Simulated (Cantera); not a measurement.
Input: 1 mol Cu₂O, 4 mol CO, 1.1 mol H₂, 0.55 mol C, at 0.000100 bar.

Equilibrium computed with Cantera from the NASA thermochemical tables; the gas is ideal and each condensed phase is pure. Candidate condensed phases: C, C₆H₆, C₇H₈, C₈H₁₈, Cu, CuO, Cu(OH)₂, Cu₂O, H₂O; 113 gas species. Kinetics and transport are ignored.

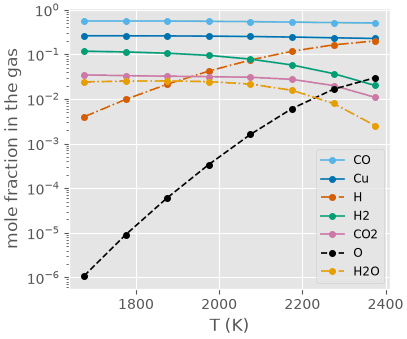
Figure. Equilibrium gas composition (values under 1e-9 drawn at 1e-9)

### Question
Read off the mole fractions at 1775 K.

### Answer
CO about 0.56, Cu about 0.26, H₂ about 0.11, CO₂ about 0.033, H₂O about 0.025, H about 0.0097, O about 9.0e-6.
